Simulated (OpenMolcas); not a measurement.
**SiCNCl2F (SMILES N#C[Si](F)(Cl)Cl), step by step**

Wanted: a single-point energy (HF/ANO-R0), then a single-point energy (CASSCF(2,2)/ANO-R1), then the energy along one coordinate (CASPT2(2,2)/ANO-R1), then an energy scan (SC-NEVPT2(2,2)/ANO-R1), then the energy along one coordinate (MC-PDFT[tPBE](2,2)/ANO-R1) of SiCNCl2F. 

The results are computed with OpenMolcas 26.06.

## 1. The molecule

SiCNCl2F has 6 atoms, charge 0, and is taken as a singlet. SMILES: `N#C[Si](F)(Cl)Cl`. Geometry: relaxed at PBE0-D4/def2-TZVP.

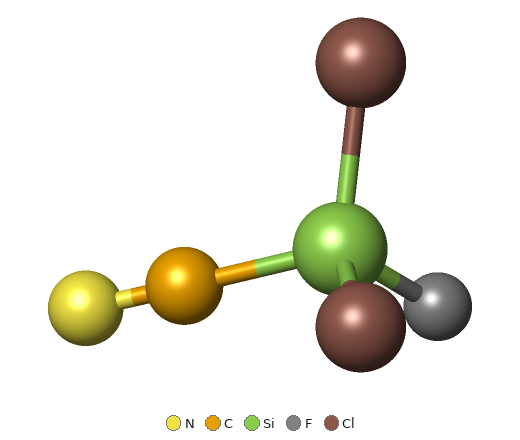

The structure, seen from a chosen angle (nitrogen yellow, carbon amber, silicon green, fluorine grey, chlorine brown).

## 2. A single-point energy at HF/ANO-R0 (sfX2C) (run 1)

The input, input.xyz:

```xyz
6

N      1.752600    -1.361000     1.114200
C      0.923100    -0.763300     0.585900
Si    -0.381900     0.210300    -0.249400
F     -1.471500    -0.801900    -0.758800
Cl     0.422900     1.177100    -1.812500
Cl    -1.203100     1.474700     1.074300
```

The input, step1.input:

```
&gateway
 coord = input.xyz
 basis = ANO-R0
 group = NoSym

&seward

&scf
 prorbitals = 0

&localisation
 occupied
 freeze
 pipek-mezey

&localisation
 fileorb = $Project.LocOrb
 virtual
 pipek-mezey
```

Run with:

```sh
$ export MOLCAS_MEM=1860
$ pymolcas step1.input > step1.log
```

The log of the run:

```text
--- Start Module: gateway ---
[...]
--- Stop Module: gateway /rc=_RC_ALL_IS_WELL_ ---
[...]
      Basis functions           42
[...]
       Convergence after  12 Iterations
[...]
::    Total SCF energy                              -1402.9622115906
[...]
      Total spin, S                                     0.0000000000
[...]
      Total electronic charge=   70.000000
      Total            charge=   -0.000000
[...]
      Dipole Moment (debye):
      Origin of the operator (angstrom)=   -0.2120    0.3860   -0.1719
                   X= -9.8790E-01               Y=  2.5918E-01               Z= -5.8247E-01           Total=  1.1758E+00
      Quadrupole Moment (debye*angstrom):
[...]
--- Start Module: localisation ---
[...]
--- Stop Module: localisation /rc=_RC_ALL_IS_WELL_ ---
--- Start Module: localisation ---
[...]
--- Stop Module: localisation /rc=_RC_ALL_IS_WELL_ ---
[...]
```

Run time: 6.6 s. Hardware: 1 thread of Intel Xeon Platinum 8259CL at 2.50GHz (Skylake/Cascade Lake), shared host; peak memory 0.39 GiB.

## 3. The energy at CASSCF(2,2)/ANO-R1 (sfX2C, RICD fitting) (run 2)

input.xyz is that of step 2.

The input, step2.input:

```
* CCl2FNSi CASSCF
&GATEWAY
Coord = input.xyz
Basis = ANO-R0
Group = NoSym
&SEWARD
&RASSCF
FileOrb = $CurrDir/step1.LocOrb
Alter = 2
1 24 35
1 36 41
Spin = 1
Nactel = 2 0 0
Inactive = 34
Ras2 = 2
OrbListing = Nothing
>>> COPY $Project.RunFile RUNFIL1
>>> COPY $Project.RasOrb INPORB
&GATEWAY
Coord = input.xyz
Basis = ANO-R1
Group = NoSym
RICD
&SEWARD
>>> COPY $Project.RunFile RUNFIL2
&EXPBAS
&RASSCF
FileOrb = $Project.ExpOrb
Spin = 1
Nactel = 2 0 0
Inactive = 34
Ras2 = 2
OrbListing = Nothing
```

Run with:

```sh
$ export MOLCAS_MEM=1860
$ pymolcas step2.input > step2.log
```

The log of the run:

```text
--- Start Module: gateway ---
[...]
--- Stop Module: gateway /rc=_RC_ALL_IS_WELL_ ---
[...]
      Basis functions           42
[...]
      Number of active orbitals                  2
[...]
      Spin quantum number                      0.0
[...]
      Active orbitals                            2
[...]
      Number of CSFs                             3
[...]
      Number of root(s) required                 1
[...]
      Convergence after 12 iterations
[...]
      printout of CI-coefficients larger than  0.05 for root  1
      energy=   -1402.977045
      conf/sym  11     Coeff  Weight
             1  20   0.99471 0.98945
             3  02  -0.10271 0.01055
      Natural orbitals and occupation numbers for root  1
      sym 1:   1.978902   0.021098
      ************************************************************************************************************************
      *                                                    Final results                                                     *
[...]
::    RASSCF root number  1 Total energy:  -1402.97704495
[...]
      Basis functions           96
[...]
--- Start Module: expbas ---
[...]
--- Stop Module: expbas /rc=_RC_ALL_IS_WELL_ ---
--- Start Module: rasscf ---
[...]
      Convergence after 20 iterations
[...]
      Natural orbitals and occupation numbers for root  1
      sym 1:   1.987353   0.012647
      ************************************************************************************************************************
      *                                                    Final results                                                     *
[...]
::    RASSCF root number  1 Total energy:  -1403.53506134
[...]
      Total electronic charge=   70.000000
      Total            charge=   -0.000000
[...]
      Dipole Moment (debye):
      Origin of the operator (angstrom)=   -0.2120    0.3860   -0.1719
                   X= -1.1840E+00               Y=  1.7501E+00               Z= -8.4581E-01           Total=  2.2760E+00
      Quadrupole Moment (debye*angstrom):
[...]
--- Stop Module: rasscf /rc=_RC_ALL_IS_WELL_ ---
[...]
```

It took 26 s on 1 thread of Intel Xeon Platinum 8259CL at 2.50GHz (Skylake/Cascade Lake), shared host; peak memory 0.39 GiB.

## 4. An energy scan at CASPT2(2,2)/ANO-R1 (sfX2C, RICD fitting, ipea shift 0.25 Eh, pt2 variant SS) (run 3)

The input, step3.input:

```
* CCl2FNSi CASPT2
>>> COPY $CurrDir/step2.RasOrb $Project.RasOrb
>>> ForEach K in (1, 2, 3, 4, 5, 6, 7, 8, 9)

&GATEWAY
 Coord = $CurrDir/point$K.xyz
 Basis = ANO-R1
 Group = NoSym
 RICD

&SEWARD

&RASSCF
 FileOrb = $Project.RasOrb
 Spin = 1
 Nactel = 2 0 0
 Inactive = 34
 Ras2 = 2
 OrbListing = Nothing

&CASPT2
 Imaginary = 0.2
 Frozen = 18
>>> EndDo
```

Run with:

```sh
$ export MOLCAS_MEM=1860
$ pymolcas step3.input > step3.log
```

The log of the run:

```text
[...]
      Basis functions           96
[...]
      Number of active orbitals                  2
[...]
      Spin quantum number                      0.0
[...]
      Active orbitals                            2
[...]
      Number of CSFs                             3
[...]
      Number of root(s) required                 1
[...]
      Convergence after 25 iterations
[...]
      Natural orbitals and occupation numbers for root  1
      sym 1:   1.990618   0.009382
      ************************************************************************************************************************
      *                                                    Final results                                                     *
[...]
::    RASSCF root number  1 Total energy:  -1403.50875693
[...]
::    CASPT2 Root  1     Total energy:  -1404.32373995
[...]
      Convergence after 18 iterations
[...]
      Natural orbitals and occupation numbers for root  1
      sym 1:   1.987354   0.012646
      ************************************************************************************************************************
      *                                                    Final results                                                     *
[...]
      Convergence after 16 iterations
[...]
      Natural orbitals and occupation numbers for root  1
      sym 1:   1.702156   0.297844
      ************************************************************************************************************************
      *                                                    Final results                                                     *
[...]
      Convergence after 13 iterations
[...]
      Natural orbitals and occupation numbers for root  1
      sym 1:   1.402588   0.597412
      ************************************************************************************************************************
      *                                                    Final results                                                     *
[...]
      Convergence after 10 iterations
[...]
      Natural orbitals and occupation numbers for root  1
      sym 1:   1.157726   0.842274
      ************************************************************************************************************************
      *                                                    Final results                                                     *
[...]
::    RASSCF root number  1 Total energy:  -1403.34131824
[...]
::    CASPT2 Root  1     Total energy:  -1404.10965429
[...]
      Convergence after  8 iterations
[...]
::    RASSCF root number  1 Total energy:  -1403.34012247
[...]
::    CASPT2 Root  1     Total energy:  -1404.10722935
[...]
```

Run time: 2.7 min. Hardware: 1 thread of Intel Xeon Platinum 8259CL at 2.50GHz (Skylake/Cascade Lake), shared host; peak memory 0.086 GiB.

The scan, from its lowest point:

| F4–Si3 (Å) | energy (kJ/mol) |
| --- | --- |
| 1.415 | 67.6 |
| 1.572 | 0.0 |
| 1.729 | 39.1 |
| 1.965 | 166.9 |
| 2.279 | 345.4 |
| 2.672 | 506.4 |
| 3.144 | 598.0 |
| 3.773 | 629.7 |
| 4.716 | 636.0 |

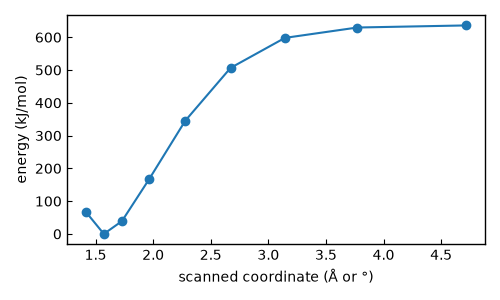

Energy along the scan.

## 5. An energy scan at SC-NEVPT2(2,2)/ANO-R1 (sfX2C, RICD fitting, pt2 variant SC-NEVPT2) (run 4)

The input, step4.inp:

```
>>> COPY $CurrDir/step2.RasOrb $Project.RasOrb
>>> ForEach K in (1, 2, 3, 4, 5, 6, 7, 8, 9)
&gateway
coord=$CurrDir/point$K.xyz
basis=ANO-R1
group=NoSym
ricd
&seward
&rasscf
fileorb=$Project.RasOrb
spin=1
nactel=2 0 0
inactive=34
ras2=2
orblisting=Nothing
&caspt2
sc-nevpt2
frozen=18
>>> EndDo
```

Run with:

```sh
$ export MOLCAS_MEM=1860
$ pymolcas step4.inp > step4.log
```

The log of the run:

```text
[...]
      Basis functions           96
[...]
      Number of active orbitals                  2
[...]
      Spin quantum number                      0.0
[...]
      Active orbitals                            2
[...]
      Number of CSFs                             3
[...]
      Number of root(s) required                 1
[...]
      Convergence after 25 iterations
[...]
      printout of CI-coefficients larger than  0.05 for root  1
      energy=   -1403.508757
      conf/sym  11     Coeff  Weight
             1  20   0.99765 0.99531
             3  02  -0.06849 0.00469
      Natural orbitals and occupation numbers for root  1
      sym 1:   1.990618   0.009382
      ************************************************************************************************************************
      *                                                    Final results                                                     *
[...]
::    RASSCF root number  1 Total energy:  -1403.50875693
[...]
      E2 (Variational):          -0.8120229083
[...]
::    SC-NEVPT2 Root  1     Total energy:  -1404.32067730
[...]
      Convergence after 18 iterations
[...]
      Natural orbitals and occupation numbers for root  1
      sym 1:   1.987354   0.012646
      ************************************************************************************************************************
      *                                                    Final results                                                     *
[...]
      Convergence after 16 iterations
[...]
      Natural orbitals and occupation numbers for root  1
      sym 1:   1.702156   0.297844
      ************************************************************************************************************************
      *                                                    Final results                                                     *
[...]
      Convergence after 13 iterations
[...]
      Natural orbitals and occupation numbers for root  1
      sym 1:   1.402588   0.597412
      ************************************************************************************************************************
      *                                                    Final results                                                     *
[...]
      Convergence after 10 iterations
[...]
::    RASSCF root number  1 Total energy:  -1403.34131824
[...]
::    SC-NEVPT2 Root  1     Total energy:  -1404.10439445
[...]
      Convergence after  8 iterations
[...]
::    RASSCF root number  1 Total energy:  -1403.34012247
[...]
      E2 (Variational):          -0.7620801662
[...]
      Reference weight:           0.77746
[...]
::    SC-NEVPT2 Root  1     Total energy:  -1404.10220264
[...]
```

Run time: 2.8 min. Hardware: 1 thread of Intel Xeon Platinum 8259CL at 2.50GHz (Skylake/Cascade Lake), shared host; peak memory 0.086 GiB.

The scan, from its lowest point:

| F4–Si3 (Å) | energy (kJ/mol) |
| --- | --- |
| 1.415 | 66.7 |
| 1.572 | 0.0 |
| 1.729 | 34.1 |
| 1.965 | 157.4 |
| 2.279 | 339.2 |
| 2.672 | 510.0 |
| 3.144 | 604.2 |
| 3.773 | 634.6 |
| 4.716 | 640.3 |

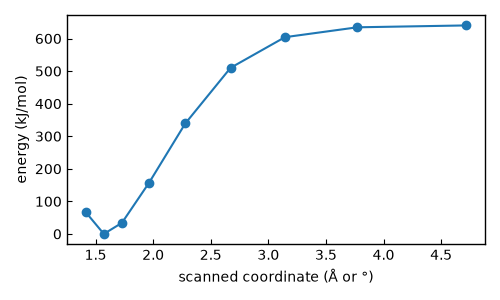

Energy along the scan.

## 6. The energy along one coordinate at MC-PDFT[tPBE](2,2)/ANO-R1 (sfX2C, RICD fitting) (run 5)

The input, step5.input:

```
* CCl2FNSi MC-PDFT
>>> EXPORT MOLCAS_PRINT=2
>>> COPY $CurrDir/step2.RasOrb $Project.RasOrb
>>> ForEach K in (1, 2, 3, 4, 5, 6, 7, 8, 9)

&gateway
 coord=$CurrDir/point$K.xyz
 basis=ANO-R1
 group=NoSym
 ricd

&seward

&rasscf
 fileorb=$Project.RasOrb
 spin=1
 nactel=2 0 0
 inactive=34
 ras2=2
 orblisting=Nothing

&mcpdft
 ksdft=T:PBE
>>> EndDo
```

Run with:

```sh
$ export MOLCAS_MEM=1860
$ pymolcas step5.input > step5.log
```

The log of the run:

```text
--- Start Module: gateway ---
[...]
      Basis functions           96
[...]
      Number of active orbitals                  2
[...]
      Spin quantum number                      0.0
[...]
      Active orbitals                            2
[...]
      Number of CSFs                             3
[...]
      Number of root(s) required                 1
[...]
      Convergence after 25 iterations
[...]
      printout of CI-coefficients larger than  0.05 for root  1
      energy=   -1403.508757
      conf/sym  11     Coeff  Weight
             1  20   0.99765 0.99531
             3  02  -0.06849 0.00469
      Natural orbitals and occupation numbers for root  1
      sym 1:   1.990618   0.009382
      ************************************************************************************************************************
      *                                                    Final results                                                     *
[...]
::    RASSCF root number  1 Total energy:  -1403.50875693
[...]
::    MCPDFT root number  1 Total energy:  -1405.63640952
[...]
      Convergence after 18 iterations
[...]
      Natural orbitals and occupation numbers for root  1
      sym 1:   1.987354   0.012646
      ************************************************************************************************************************
      *                                                    Final results                                                     *
[...]
      Convergence after 16 iterations
[...]
      Natural orbitals and occupation numbers for root  1
      sym 1:   1.702156   0.297844
      ************************************************************************************************************************
      *                                                    Final results                                                     *
[...]
      Convergence after 13 iterations
[...]
      Natural orbitals and occupation numbers for root  1
      sym 1:   1.402588   0.597412
      ************************************************************************************************************************
      *                                                    Final results                                                     *
[...]
      Convergence after 10 iterations
[...]
::    RASSCF root number  1 Total energy:  -1403.34131824
[...]
::    MCPDFT root number  1 Total energy:  -1405.42209234
[...]
      Convergence after  8 iterations
[...]
::    RASSCF root number  1 Total energy:  -1403.34012247
[...]
      Total electronic charge=   70.000000
      Total            charge=   -0.000000
[...]
::    MCPDFT root number  1 Total energy:  -1405.41923026
[...]
```

It took 2.6 min on 1 thread of Intel Xeon Platinum 8259CL at 2.50GHz (Skylake/Cascade Lake), shared host; peak memory 0.086 GiB.

The scan, from its lowest point:

| F4–Si3 (Å) | energy (kJ/mol) |
| --- | --- |
| 1.415 | 74.4 |
| 1.572 | 0.0 |
| 1.729 | 27.5 |
| 1.965 | 137.5 |
| 2.279 | 301.5 |
| 2.672 | 474.5 |
| 3.144 | 593.7 |
| 3.773 | 637.1 |
| 4.716 | 644.6 |

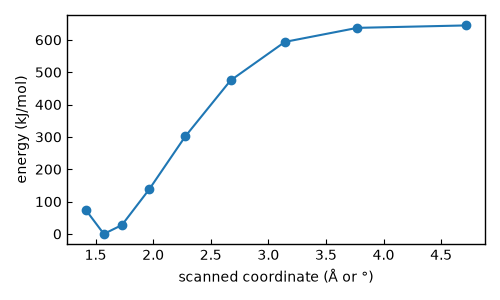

Energy along the scan.

## 7. Outcome

```
                                                   quantity           value
                             run 1, HF/ANO-R0: total energy  -1402.96221 Eh
                            run 1, HF/ANO-R0: dipole moment          1.18 D
                              run 1, HF/ANO-R0: HOMO energy       -12.45 eV
                              run 1, HF/ANO-R0: LUMO energy         4.01 eV
                            run 1, HF/ANO-R0: HOMO–LUMO gap        16.47 eV
                    run 2, CASSCF(2,2)/ANO-R1: total energy  -1403.53506 Eh
  run 2, CASSCF(2,2)/ANO-R1: dipole moment (CASSCF density)          2.28 D
       run 3, CASPT2(2,2)/ANO-R1: lowest energy of the scan  -1404.34948 Eh
    run 4, SC-NEVPT2(2,2)/ANO-R1: lowest energy of the scan  -1404.34608 Eh
run 5, MC-PDFT[tPBE](2,2)/ANO-R1: lowest energy of the scan  -1405.66474 Eh
```

What this shows: Mulliken charges (run 2, CASSCF(2,2)/ANO-R1) run from -0.33 on F4 to +0.64 on Si3.
